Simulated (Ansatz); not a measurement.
# Calculations on MgNH6O2Cl

**1. Relaxation**

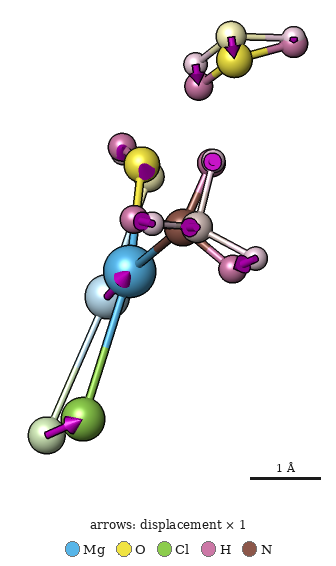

A relaxation of MgNH₆O₂Cl. The starting structure is drawn faded, the final one solid; purple arrows show the displacements, at their true length. The two geometries are superimposed by the best rigid fit.

A ball-and-stick model, seen from a free direction.

The run prepares an end point of a later path (reaction) calculation, from a guessed geometry.

Level of theory: Ansatz, RKS BHLYP-D4/def2-SVP. Set-up: no spin polarisation; force threshold 0.03 eV/Å; at most 50 steps.

**What did the optimiser do to the structure, and how much energy did it gain?**

The Mg atom moves most after the best rigid fit: 0.81 Å. By element the largest moves are Mg 0.81 Å, Cl 0.66 Å, H 0.58 Å, N 0.50 Å, O 0.49 Å. Near-neighbour distances that change, for instance: Mg–N 3.398 → 2.116 Å, H–Mg 3.669 → 2.574 Å, Mg–O 1.992 → 1.837 Å, Cl–Mg 2.191 → 2.224 Å. New bonds form, among them: Mg–N (3.40 → 2.12 Å). Bond angles that change, for instance: O–Mg–Cl 163.5° → 144.6°, Mg–O–H 121.9° → 133.7°, H–O–H 103.7° → 105.7°. The energy falls by 1.615 eV in 12 accepted moves (13 points after the start). Largest force component: 2 eV/Å at the start, 0.028 eV/Å at the end. The line search rejected the trial step at point 6 of the run.

**2. Relaxation**

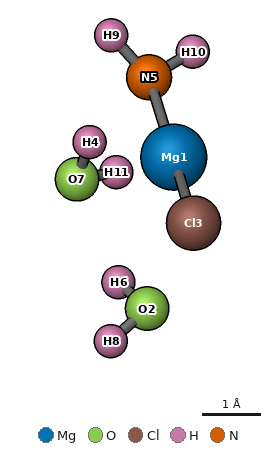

This is the input geometry for a relaxation of MgNH6O2Cl. The picture is a ball-and-stick view, seen from a free direction.

The run prepares an end point of a later path (reaction) calculation, from a guessed geometry.

Method: RKS BHLYP-D4/def2-SVP in Ansatz 0.2.0.

The input:
```yaml
crystal:
  periodic: [false, false, false]
  atoms:
    - { symbol: Mg, position_ang: [-0.965548, -1.066437, -1.43977] }
    - { symbol: O, position_ang: [0.23398, -1.538455, 1.656087] }
    - { symbol: Cl, position_ang: [-1.302114, -3.185932, -1.899905] }
    - { symbol: H, position_ang: [0.796419, 1.410628, 0.32246] }
    - { symbol: "N", position_ang: [-0.638043, 0.9692, -1.431887] }
    - { symbol: H, position_ang: [0.716835, -0.707224, 1.724505] }
    - { symbol: O, position_ang: [1.215056, 1.431782, 1.192946] }
    - { symbol: H, position_ang: [0.909608, -2.211783, 1.591916] }
    - { symbol: H, position_ang: [-0.162088, 1.372399, -2.228848] }
    - { symbol: H, position_ang: [-1.407192, 1.588886, -1.213609] }
    - { symbol: H, position_ang: [0.603087, 1.936937, 1.726206] }
basis:
  gaussian: { orbitals: def2-SVP }
hamiltonian:
  xc: { name: BHLYP }
  dispersion: d4
relax:
  f_tol: 0.03
  max_steps: 50
```

Command:
```bash
ansatz run input.yaml --threads 2 --pin off --max-ram 3072MiB --backend cpu --events-out ev --progress --plain --runs-dir out
```

What does the optimiser find from here?

Answer. The atom that moves furthest after the best rigid fit is O2 (0.77 Å). Largest moves by element: O 0.77 Å, Mg 0.69 Å, H 0.62 Å, N 0.39 Å, Cl 0.25 Å. Near-neighbour distances that change, for instance: Mg1–O2 3.354 → 1.978 Å, Mg1–H6 3.602 → 2.518 Å, Mg1–N5 2.062 → 1.974 Å, H4–O7 0.966 → 1.012 Å. New bonds form, among them: Mg1–O2 (3.35 → 1.98 Å). Among the angles between lasting bonds that change: Cl3–Mg1–N5 168.1° → 146.8°, H6–O2–H8 105.0° → 112.3°, H4–O7–H11 103.7° → 107.0°. Groups turn about Mg1–N5 by about 25°. The energy falls by 36.5 kcal/mol in 11 geometry steps. Largest force component: 1.7 eV/Å at the start, 0.017 eV/Å at the end. Cost: 29 s on 2 threads of Intel(R) Xeon(R) Platinum 8488C (Sapphire Rapids), with other jobs on the host, peak memory 0.25 GiB.

History of the run:

```csv
step,"E − E(0), kcal/mol","largest force component, eV/Å"
0,0.00,1.6586
1,-7.61,1.1531
2,-15.83,1.4358
3,-26.46,0.9230
4,-33.40,0.6357
5,-35.47,0.6964
6,-36.30,0.3300
7,-36.45,0.0746
8,-36.49,0.0303
9,-36.49,0.0427
10,-36.49,0.0399
11,-36.50,0.0172
```

The structure at the end:

```xyz
11

Mg   -0.6047   -1.0830   -0.8471
O     0.2126   -1.2278    0.9486
Cl   -1.1806   -3.0350   -1.7380
H     0.5058    1.2176    0.2251
N    -0.4788    0.8716   -1.0936
H     0.6240   -0.3496    1.2243
O     1.0350    1.1289    1.0834
H     0.5514   -1.9602    1.4557
H    -0.0454    1.2233   -1.9399
H    -1.3274    1.4189   -1.0020
H     0.7083    1.7954    1.6835
```

The end point in the same view:

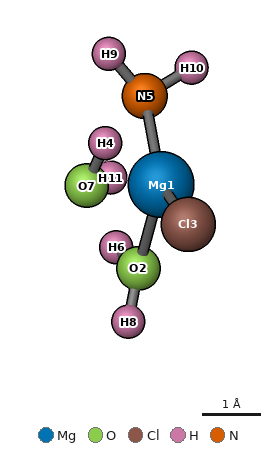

**3. Path**

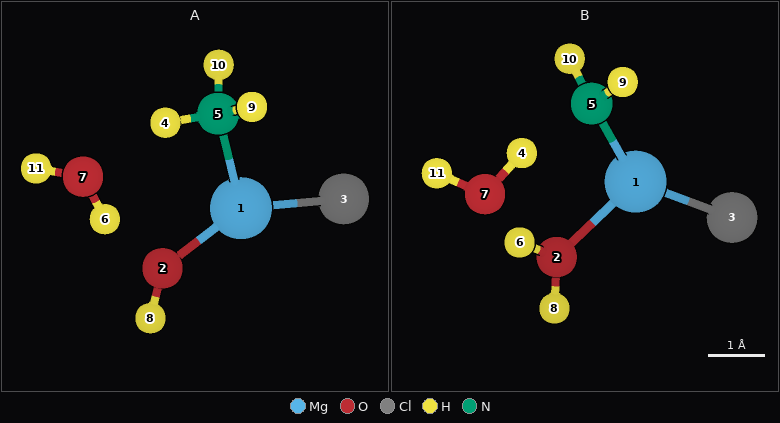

The two relaxed end points of a path for MgNH$_{6}$O$_{2}$Cl. A ball-and-stick model, seen at a tilt.

These are results of RKS BHLYP-D4/def2-SVP (Ansatz), not measurements.

Settings: 5 movable images; climbing image; force threshold 0.05 eV/Å; iteration limit 60.

Start:
```xyz
11

Mg   -0.5337   -1.2733   -0.6003
O     0.4210   -1.3416    0.9678
Cl   -1.7379   -2.4626   -2.0437
H     0.0980    1.2035   -0.2945
N    -0.3313    0.7666   -1.1254
H     0.8683    0.2304    1.3553
O     0.9176    1.2138    1.3208
H     0.6983   -2.0493    1.5378
H     0.2811    0.9420   -1.9146
H    -1.1977    1.2497   -1.3337
H     0.5162    1.5208    2.1307
```

End:
```xyz
11

Mg   -0.6049   -1.0669   -0.8671
O     0.1391   -1.2306    0.9586
Cl   -1.2057   -3.0035   -1.7751
H     0.5337    1.2024    0.2416
N    -0.4104    0.8822   -1.1128
H     0.5664   -0.3643    1.2478
O     1.0271    1.1005    1.1195
H     0.4362   -1.9712    1.4797
H     0.0651    1.2178   -1.9427
H    -1.2449    1.4551   -1.0546
H     0.6983    1.7786    1.7054
```

Q: What barrier does the band find between them, and by what path?

A: The energy climbs by 0.78 eV to image 4 and then falls by 0.09 eV, so the end point sits at +0.70 eV. Breaking: H4–N5 (1.03 → 1.36 at the top → 1.68 Å), H6–O7 (0.99 → 1.29 at the top → 1.54 Å). Forming: H4–O7 (1.81 → 1.15 at the top → 1.01 Å), O2–H6 (1.68 → 1.11 at the top → 1.01 Å). The band converged in 10 iterations, with a climbing image at the top.

Energies of the converged images:

| image | path (Å) | E (eV) |
| --- | --- | --- |
| 0 | 0.00 | 0.000 |
| 1 | 0.39 | 0.002 |
| 2 | 0.79 | 0.049 |
| 3 | 1.18 | 0.297 |
| 4 | 1.58 | 0.784 |
| 5 | 1.91 | 0.706 |
| 6 | 2.24 | 0.698 |

The geometry at the top of the path:

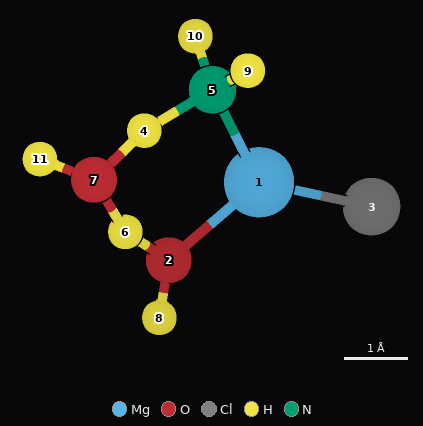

Cost: 2 min on 2 threads of Intel(R) Xeon(R) Platinum 8488C (Sapphire Rapids), with other jobs on the host, peak memory 0.25 GiB.
